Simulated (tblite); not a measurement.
B2SiH5Br: geometry relaxation (part 3 of 3)

The same run, continued: B2SiH5Br, SMILES BB[SiH2]Br; GFN2-xTB geometry optimisation, gas phase (tblite 0.8.0). It belongs to a series of runs on one base structure; here: H on B replaced by BH2.

Geometry of the input (Å):
```
B  1.7308  0.2358  -0.0127
B  0.3709  -0.6638  0.3072
Si -1.3694  -0.0424  -0.2178
Br -1.8143  1.9391  0.7780
H  1.6172  1.2729  -0.5626
H  2.7834  -0.1501  0.3130
H  0.4845  -1.7004  0.8713
H  -2.3880  -1.0214  0.1776
H  -1.4014  0.1364  -1.6792
```

### Trajectory as extended XYZ, continued
```
9
Properties=species:S:1:pos:R:3:forces:R:3 step=57 energy=-294.75936
B     1.7437    0.1537   -0.0419   -0.0280   0.0330   0.0340
B     0.4538   -0.5001    0.6268   -0.0610   0.0750  -0.0150
Si   -1.2401   -0.1588   -0.3087    0.0410  -0.0640   0.0440
Br   -2.1800    1.6448    0.6488    0.0070   0.0420   0.0050
H     2.0682    1.2620    0.1759   -0.0040   0.0000   0.0150
H     2.3749   -0.3638   -0.8839    0.0370  -0.0580  -0.0310
H     0.3418   -1.0992    1.6292    0.0540  -0.0170  -0.0010
H    -2.3093   -1.1492   -0.1459   -0.0270  -0.0290  -0.0420
H    -1.2395    0.2166   -1.7253   -0.0200   0.0170  -0.0090
9
Properties=species:S:1:pos:R:3:forces:R:3 step=58 energy=-294.76107
B     1.7429    0.1552   -0.0429    0.0200   0.0070   0.0020
B     0.4504   -0.4943    0.6240   -0.0460   0.0180  -0.0110
Si   -1.2438   -0.1631   -0.3111    0.0080  -0.0570   0.0510
Br   -2.1683    1.6460    0.6542    0.0010   0.0340  -0.0010
H     2.0683    1.2614    0.1789    0.0050   0.0280   0.0100
H     2.3856   -0.3663   -0.8768   -0.0010  -0.0350   0.0050
H     0.3494   -1.0948    1.6276    0.0360   0.0010  -0.0150
H    -2.3180   -1.1495   -0.1516   -0.0160  -0.0220  -0.0250
H    -1.2529    0.2115   -1.7275   -0.0070   0.0260  -0.0160
9
Properties=species:S:1:pos:R:3:forces:R:3 step=59 energy=-294.76205
B     1.7443    0.1574   -0.0436    0.0240   0.0040   0.0050
B     0.4455   -0.4892    0.6173   -0.0030  -0.0340   0.0060
Si   -1.2508   -0.1703   -0.3132   -0.0190  -0.0230   0.0240
Br   -2.1503    1.6493    0.6625   -0.0030   0.0110  -0.0140
H     2.0681    1.2631    0.1802    0.0080   0.0400   0.0090
H     2.4022   -0.3684   -0.8634   -0.0180  -0.0330   0.0110
H     0.3577   -1.0905    1.6238    0.0180   0.0270  -0.0430
H    -2.3313   -1.1503   -0.1581   -0.0140  -0.0190   0.0010
H    -1.2719    0.2049   -1.7307    0.0080   0.0290   0.0020
9
Properties=species:S:1:pos:R:3:forces:R:3 step=60 energy=-294.76228
B     1.7447    0.1594   -0.0428    0.0170   0.0070   0.0090
B     0.4445   -0.4887    0.6150    0.0070  -0.0300   0.0060
Si   -1.2528   -0.1730   -0.3140   -0.0160  -0.0110   0.0100
Br   -2.1438    1.6497    0.6646   -0.0060   0.0070  -0.0150
H     2.0695    1.2654    0.1796    0.0040   0.0310   0.0080
H     2.4042   -0.3695   -0.8589   -0.0140  -0.0330   0.0070
H     0.3586   -1.0896    1.6218    0.0170   0.0240  -0.0410
H    -2.3345   -1.1512   -0.1588   -0.0190  -0.0210   0.0060
H    -1.2768    0.2034   -1.7317    0.0100   0.0260   0.0100
9
Properties=species:S:1:pos:R:3:forces:R:3 step=61 energy=-294.76268
B     1.7453    0.1645   -0.0402    0.0000  -0.0020   0.0070
B     0.4429   -0.4890    0.6106    0.0180   0.0000  -0.0050
Si   -1.2567   -0.1779   -0.3153   -0.0040   0.0140  -0.0150
Br   -2.1337    1.6512    0.6675   -0.0070  -0.0070  -0.0190
H     2.0725    1.2709    0.1766   -0.0010   0.0230   0.0120
H     2.4064   -0.3726   -0.8494   -0.0030  -0.0310  -0.0010
H     0.3615   -1.0904    1.6166    0.0120   0.0080  -0.0230
H    -2.3405   -1.1528   -0.1580   -0.0240  -0.0190   0.0090
H    -1.2842    0.2022   -1.7336    0.0100   0.0140   0.0360
9
Properties=species:S:1:pos:R:3:forces:R:3 step=62 energy=-294.76286
B     1.7451    0.1671   -0.0388    0.0000   0.0010   0.0040
B     0.4428   -0.4893    0.6099    0.0150   0.0200  -0.0160
Si   -1.2578   -0.1791   -0.3158    0.0010   0.0130  -0.0130
Br   -2.1325    1.6511    0.6672   -0.0080  -0.0080  -0.0180
H     2.0750    1.2738    0.1753   -0.0060   0.0050   0.0090
H     2.4040   -0.3751   -0.8467    0.0020  -0.0230  -0.0010
H     0.3640   -1.0920    1.6145    0.0070  -0.0020  -0.0110
H    -2.3423   -1.1534   -0.1570   -0.0190  -0.0140   0.0060
H    -1.2848    0.2028   -1.7338    0.0080   0.0090   0.0400
9
Properties=species:S:1:pos:R:3:forces:R:3 step=63 energy=-294.76306
B     1.7452    0.1689   -0.0375    0.0000  -0.0030  -0.0080
B     0.4431   -0.4898    0.6097    0.0100   0.0370  -0.0290
Si   -1.2586   -0.1792   -0.3156    0.0010   0.0040   0.0000
Br   -2.1356    1.6515    0.6652   -0.0040  -0.0100  -0.0160
H     2.0762    1.2759    0.1735   -0.0050  -0.0020   0.0090
H     2.4021   -0.3779   -0.8445    0.0020  -0.0130   0.0040
H     0.3686   -1.0954    1.6119   -0.0020  -0.0120   0.0030
H    -2.3444   -1.1532   -0.1551   -0.0060  -0.0030  -0.0020
H    -1.2830    0.2052   -1.7330    0.0040   0.0020   0.0390
9
Properties=species:S:1:pos:R:3:forces:R:3 step=64 energy=-294.76319
B     1.7451    0.1693   -0.0372    0.0050   0.0040  -0.0120
B     0.4435   -0.4893    0.6107    0.0050   0.0360  -0.0310
Si   -1.2586   -0.1782   -0.3146   -0.0040  -0.0090   0.0160
Br   -2.1404    1.6515    0.6628   -0.0030  -0.0060  -0.0120
H     2.0772    1.2766    0.1729   -0.0040  -0.0140   0.0050
H     2.3998   -0.3799   -0.8449    0.0010  -0.0050   0.0080
H     0.3717   -1.0983    1.6109   -0.0070  -0.0110   0.0050
H    -2.3449   -1.1529   -0.1546    0.0060   0.0040  -0.0070
H    -1.2799    0.2072   -1.7311    0.0020   0.0010   0.0260
9
Properties=species:S:1:pos:R:3:forces:R:3 step=65 energy=-294.76332
B     1.7455    0.1691   -0.0375    0.0040   0.0030  -0.0140
B     0.4440   -0.4885    0.6112    0.0020   0.0230  -0.0240
Si   -1.2588   -0.1772   -0.3128   -0.0100  -0.0160   0.0260
Br   -2.1460    1.6520    0.6601   -0.0020  -0.0040  -0.0060
H     2.0770    1.2765    0.1723    0.0030  -0.0120   0.0040
H     2.3994   -0.3814   -0.8452   -0.0010   0.0000   0.0100
H     0.3747   -1.1013    1.6095   -0.0100  -0.0050   0.0030
H    -2.3456   -1.1524   -0.1547    0.0150   0.0090  -0.0080
H    -1.2766    0.2093   -1.7281    0.0000   0.0010   0.0090
9
Properties=species:S:1:pos:R:3:forces:R:3 step=66 energy=-294.76341
B     1.7457    0.1690   -0.0383    0.0030   0.0050  -0.0090
B     0.4444   -0.4873    0.6115    0.0000   0.0060  -0.0110
Si   -1.2590   -0.1767   -0.3106   -0.0110  -0.0150   0.0230
Br   -2.1494    1.6523    0.6583   -0.0030  -0.0010  -0.0010
H     2.0773    1.2762    0.1723    0.0070  -0.0120   0.0010
H     2.3991   -0.3824   -0.8457   -0.0010   0.0030   0.0090
H     0.3756   -1.1030    1.6086   -0.0070   0.0030  -0.0020
H    -2.3457   -1.1524   -0.1559    0.0150   0.0070  -0.0050
H    -1.2744    0.2103   -1.7253   -0.0010   0.0030  -0.0040
9
Properties=species:S:1:pos:R:3:forces:R:3 step=67 energy=-294.76345
B     1.7460    0.1691   -0.0389   -0.0010   0.0010  -0.0050
B     0.4445   -0.4867    0.6111   -0.0010  -0.0020  -0.0020
Si   -1.2594   -0.1769   -0.3092   -0.0080  -0.0050   0.0090
Br   -2.1501    1.6528    0.6579   -0.0040  -0.0010   0.0010
H     2.0772    1.2759    0.1724    0.0100  -0.0060   0.0010
H     2.3997   -0.3827   -0.8455    0.0000   0.0030   0.0060
H     0.3753   -1.1032    1.6079   -0.0030   0.0070  -0.0050
H    -2.3457   -1.1526   -0.1570    0.0080   0.0010   0.0000
H    -1.2741    0.2104   -1.7238   -0.0010   0.0030  -0.0060
9
Properties=species:S:1:pos:R:3:forces:R:3 step=68 energy=-294.76346
B     1.7459    0.1693   -0.0391    0.0000   0.0000  -0.0020
B     0.4445   -0.4864    0.6109   -0.0020  -0.0030   0.0010
Si   -1.2596   -0.1772   -0.3088   -0.0040   0.0010   0.0000
Br   -2.1497    1.6529    0.6581   -0.0050  -0.0010   0.0010
H     2.0777    1.2759    0.1726    0.0100  -0.0050   0.0000
H     2.3996   -0.3828   -0.8455    0.0010   0.0020   0.0040
H     0.3749   -1.1028    1.6079    0.0000   0.0070  -0.0050
H    -2.3455   -1.1529   -0.1576    0.0030  -0.0030   0.0030
H    -1.2743    0.2100   -1.7237   -0.0010   0.0020  -0.0030
9
Properties=species:S:1:pos:R:3:forces:R:3 step=69 energy=-294.76347
B     1.7459    0.1694   -0.0392    0.0000  -0.0010  -0.0020
B     0.4445   -0.4864    0.6107   -0.0030  -0.0020   0.0010
Si   -1.2598   -0.1773   -0.3086   -0.0010   0.0050  -0.0050
Br   -2.1496    1.6529    0.6583   -0.0050  -0.0020   0.0010
H     2.0782    1.2757    0.1728    0.0090  -0.0040   0.0000
H     2.3996   -0.3829   -0.8454    0.0020   0.0020   0.0030
H     0.3748   -1.1023    1.6078    0.0000   0.0050  -0.0030
H    -2.3454   -1.1530   -0.1578   -0.0010  -0.0050   0.0050
H    -1.2746    0.2099   -1.7237   -0.0010   0.0020   0.0010
9
Properties=species:S:1:pos:R:3:forces:R:3 step=70 energy=-294.76348
B     1.7459    0.1695   -0.0393    0.0010  -0.0020  -0.0010
B     0.4444   -0.4861    0.6104   -0.0040   0.0020   0.0000
Si   -1.2602   -0.1774   -0.3084    0.0040   0.0090  -0.0120
Br   -2.1500    1.6527    0.6585   -0.0060  -0.0020   0.0010
H     2.0795    1.2752    0.1733    0.0080  -0.0030   0.0000
H     2.3991   -0.3830   -0.8457    0.0030   0.0010   0.0020
H     0.3748   -1.1012    1.6079    0.0000   0.0020  -0.0010
H    -2.3452   -1.1534   -0.1582   -0.0050  -0.0080   0.0060
H    -1.2748    0.2098   -1.7238   -0.0010   0.0010   0.0050
9
Properties=species:S:1:pos:R:3:forces:R:3 step=71 energy=-294.76351
B     1.7461    0.1694   -0.0396    0.0020  -0.0030   0.0000
B     0.4441   -0.4854    0.6101   -0.0050   0.0060  -0.0020
Si   -1.2610   -0.1775   -0.3081    0.0100   0.0140  -0.0190
Br   -2.1516    1.6523    0.6586   -0.0060  -0.0030   0.0010
H     2.0821    1.2741    0.1746    0.0060  -0.0010   0.0000
H     2.3984   -0.3833   -0.8463    0.0050  -0.0010   0.0000
H     0.3753   -1.0994    1.6081    0.0000  -0.0020   0.0030
H    -2.3450   -1.1542   -0.1587   -0.0090  -0.0110   0.0070
H    -1.2749    0.2100   -1.7238   -0.0020   0.0000   0.0100
9
Properties=species:S:1:pos:R:3:forces:R:3 step=72 energy=-294.76355
B     1.7465    0.1691   -0.0401    0.0030  -0.0030   0.0020
B     0.4436   -0.4842    0.6095   -0.0040   0.0100  -0.0040
Si   -1.2621   -0.1773   -0.3078    0.0140   0.0150  -0.0210
Br   -2.1551    1.6514    0.6584   -0.0070  -0.0020   0.0020
H     2.0864    1.2719    0.1766    0.0040   0.0020  -0.0010
H     2.3976   -0.3838   -0.8475    0.0070  -0.0040  -0.0020
H     0.3763   -1.0965    1.6084   -0.0030  -0.0070   0.0060
H    -2.3448   -1.1555   -0.1592   -0.0100  -0.0110   0.0070
H    -1.2748    0.2108   -1.7235   -0.0040  -0.0010   0.0120
9
Properties=species:S:1:pos:R:3:forces:R:3 step=73 energy=-294.76359
B     1.7471    0.1684   -0.0407    0.0040  -0.0020   0.0040
B     0.4430   -0.4828    0.6088   -0.0010   0.0110  -0.0040
Si   -1.2632   -0.1770   -0.3078    0.0120   0.0110  -0.0140
Br   -2.1592    1.6504    0.6579   -0.0070  -0.0010   0.0030
H     2.0905    1.2696    0.1788    0.0020   0.0040  -0.0020
H     2.3977   -0.3842   -0.8486    0.0070  -0.0070  -0.0030
H     0.3774   -1.0938    1.6086   -0.0050  -0.0080   0.0050
H    -2.3449   -1.1568   -0.1592   -0.0050  -0.0060   0.0040
H    -1.2748    0.2121   -1.7229   -0.0060  -0.0020   0.0070
9
Properties=species:S:1:pos:R:3:forces:R:3 step=74 energy=-294.76361
B     1.7477    0.1679   -0.0411    0.0040  -0.0010   0.0060
B     0.4427   -0.4820    0.6083    0.0030   0.0070  -0.0020
Si   -1.2637   -0.1767   -0.3081    0.0060   0.0050  -0.0040
Br   -2.1615    1.6499    0.6575   -0.0070   0.0000   0.0040
H     2.0923    1.2685    0.1798    0.0000   0.0050  -0.0020
H     2.3985   -0.3843   -0.8489    0.0060  -0.0080  -0.0030
H     0.3778   -1.0927    1.6086   -0.0060  -0.0050   0.0000
H    -2.3452   -1.1575   -0.1587    0.0020  -0.0010   0.0010
H    -1.2750    0.2132   -1.7225   -0.0080  -0.0020  -0.0010
9
Properties=species:S:1:pos:R:3:forces:R:3 step=75 energy=-294.76362
B     1.7481    0.1676   -0.0412    0.0030   0.0000   0.0060
B     0.4426   -0.4817    0.6079    0.0050   0.0040   0.0000
Si   -1.2638   -0.1766   -0.3084    0.0010   0.0010   0.0040
Br   -2.1623    1.6496    0.6573   -0.0070   0.0010   0.0040
H     2.0926    1.2682    0.1799    0.0000   0.0050  -0.0020
H     2.3997   -0.3844   -0.8486    0.0040  -0.0090  -0.0020
H     0.3776   -1.0926    1.6084   -0.0060  -0.0020  -0.0040
H    -2.3454   -1.1578   -0.1582    0.0070   0.0030  -0.0010
H    -1.2755    0.2137   -1.7224   -0.0080  -0.0020  -0.0060
9
Properties=species:S:1:pos:R:3:forces:R:3 step=76 energy=-294.76364
B     1.7486    0.1674   -0.0413    0.0040   0.0010   0.0070
B     0.4426   -0.4815    0.6073    0.0060   0.0000   0.0030
Si   -1.2640   -0.1765   -0.3088   -0.0040  -0.0030   0.0100
Br   -2.1627    1.6494    0.6575   -0.0060   0.0010   0.0050
H     2.0928    1.2682    0.1799    0.0000   0.0030  -0.0020
H     2.4014   -0.3847   -0.8479    0.0020  -0.0080  -0.0010
H     0.3772   -1.0927    1.6079   -0.0050   0.0020  -0.0080
H    -2.3455   -1.1580   -0.1574    0.0110   0.0070  -0.0030
H    -1.2766    0.2141   -1.7224   -0.0080  -0.0020  -0.0110
9
Properties=species:S:1:pos:R:3:forces:R:3 step=77 energy=-294.76367
B     1.7498    0.1672   -0.0414    0.0040   0.0020   0.0070
B     0.4425   -0.4807    0.6060    0.0070  -0.0040   0.0060
Si   -1.2646   -0.1762   -0.3094   -0.0090  -0.0070   0.0160
Br   -2.1639    1.6490    0.6580   -0.0050   0.0010   0.0050
H     2.0937    1.2682    0.1798   -0.0010   0.0000  -0.0020
H     2.4045   -0.3855   -0.8462   -0.0020  -0.0070   0.0010
H     0.3762   -1.0924    1.6067   -0.0030   0.0070  -0.0130
H    -2.3456   -1.1584   -0.1562    0.0160   0.0100  -0.0050
H    -1.2791    0.2148   -1.7226   -0.0080  -0.0010  -0.0150
9
Properties=species:S:1:pos:R:3:forces:R:3 step=78 energy=-294.76374
B     1.7521    0.1670   -0.0414    0.0060   0.0030   0.0060
B     0.4423   -0.4789    0.6036    0.0060  -0.0080   0.0090
Si   -1.2658   -0.1754   -0.3102   -0.0120  -0.0110   0.0200
Br   -2.1669    1.6479    0.6594   -0.0040   0.0000   0.0040
H     2.0971    1.2679    0.1799   -0.0020  -0.0040  -0.0020
H     2.4093   -0.3877   -0.8431   -0.0070  -0.0040   0.0040
H     0.3747   -1.0911    1.6042    0.0010   0.0110  -0.0170
H    -2.3452   -1.1595   -0.1544    0.0190   0.0130  -0.0070
H    -1.2840    0.2157   -1.7231   -0.0060  -0.0010  -0.0180
9
Properties=species:S:1:pos:R:3:forces:R:3 step=79 energy=-294.76382
B     1.7554    0.1669   -0.0413    0.0070   0.0030   0.0040
B     0.4421   -0.4756    0.6003    0.0030  -0.0080   0.0090
Si   -1.2678   -0.1739   -0.3110   -0.0100  -0.0100   0.0170
Br   -2.1727    1.6461    0.6616   -0.0020   0.0000   0.0030
H     2.1038    1.2668    0.1805   -0.0040  -0.0080  -0.0030
H     2.4145   -0.3915   -0.8391   -0.0100  -0.0010   0.0060
H     0.3732   -1.0883    1.6005    0.0040   0.0120  -0.0150
H    -2.3438   -1.1611   -0.1526    0.0160   0.0110  -0.0070
H    -1.2911    0.2167   -1.7241   -0.0040   0.0010  -0.0140
9
Properties=species:S:1:pos:R:3:forces:R:3 step=80 energy=-294.76388
B     1.7580    0.1671   -0.0409    0.0060   0.0020   0.0010
B     0.4419   -0.4721    0.5980    0.0000  -0.0030   0.0050
Si   -1.2695   -0.1724   -0.3112   -0.0030  -0.0050   0.0070
Br   -2.1791    1.6442    0.6635    0.0000  -0.0010   0.0010
H     2.1113    1.2652    0.1815   -0.0040  -0.0080  -0.0030
H     2.4163   -0.3953   -0.8367   -0.0090   0.0010   0.0060
H     0.3728   -1.0852    1.5977    0.0050   0.0080  -0.0070
H    -2.3418   -1.1627   -0.1519    0.0080   0.0040  -0.0050
H    -1.2964    0.2170   -1.7250   -0.0020   0.0020  -0.0060
9
Properties=species:S:1:pos:R:3:forces:R:3 step=81 energy=-294.76391
B     1.7586    0.1674   -0.0406    0.0040   0.0000   0.0000
B     0.4418   -0.4704    0.5979   -0.0020   0.0010   0.0010
Si   -1.2699   -0.1716   -0.3109    0.0020   0.0000  -0.0010
Br   -2.1823    1.6434    0.6640    0.0000  -0.0010   0.0000
H     2.1149    1.2642    0.1822   -0.0020  -0.0040  -0.0030
H     2.4144   -0.3969   -0.8369   -0.0040   0.0010   0.0030
H     0.3736   -1.0837    1.5971    0.0030   0.0020   0.0010
H    -2.3404   -1.1632   -0.1525    0.0010  -0.0010  -0.0030
H    -1.2972    0.2168   -1.7253   -0.0020   0.0030   0.0010
```

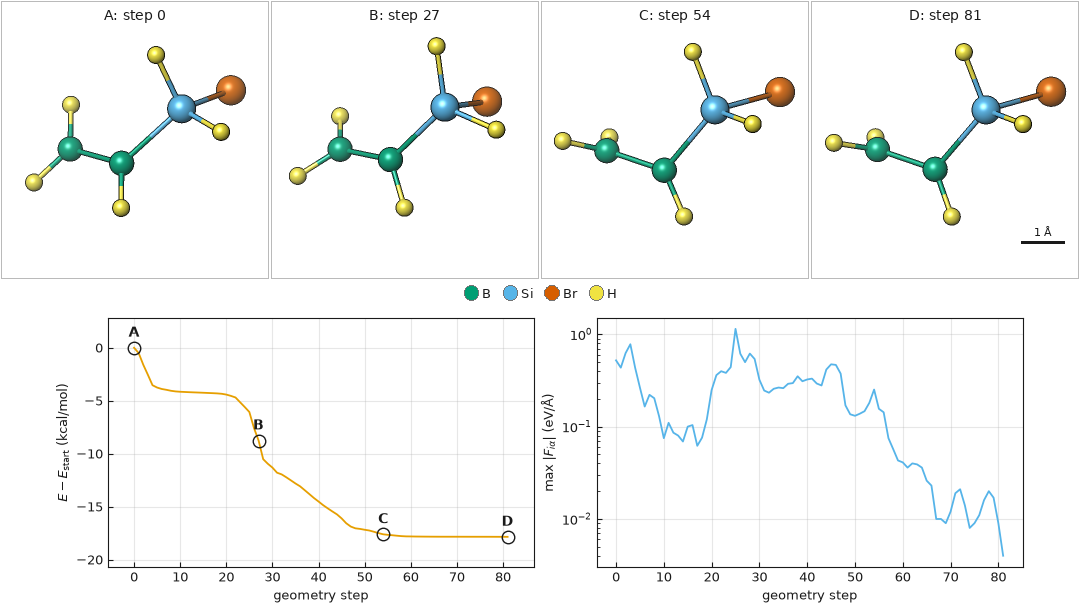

**Figure 1.** Frames of the relaxation (ball-and-stick view, seen at a tilt) above the curves, on which the letters mark them (steps are counted from 0).

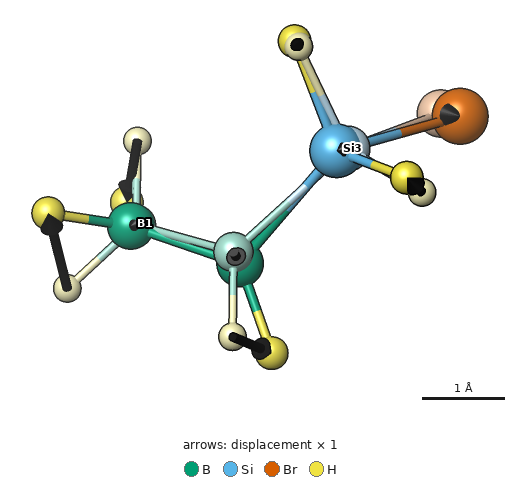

**Figure 2.** Start (faint) and end (solid) with the displacements as black arrows, at true length (ball-and-stick view, seen at a tilt). The two geometries are laid on each other by the best rigid fit. H6 moves most after the best rigid fit: 1.29 Å. Largest moves by element: H 1.29 Å, Br 0.44 Å, B 0.33 Å, Si 0.16 Å. Distances before and after: B1–B2 1.662 → 1.596 Å, B2–Si3 1.921 → 1.961 Å, B2–H7 1.186 → 1.174 Å, Si3–Br4 2.262 → 2.253 Å. Among the angles that change: B2–Si3–H9 109.3° → 120.2°, B2–Si3–H8 109.8° → 118.9°, Br4–Si3–H9 109.0° → 101.3°. Over 81 geometry steps the energy falls by 17.8 kcal/mol. The largest force component goes from 0.52 to 0.004 eV/Å. (Atoms are counted from 1 in the order of the input.)

### Summary

| quantity | value |
| --- | --- |
| outcome | converged |
| total energy | −294.7639 eV |
| hardware | 1 CPU thread, shared host |
| wall time | 0.6 s |
| peak memory | 0.18 GiB |
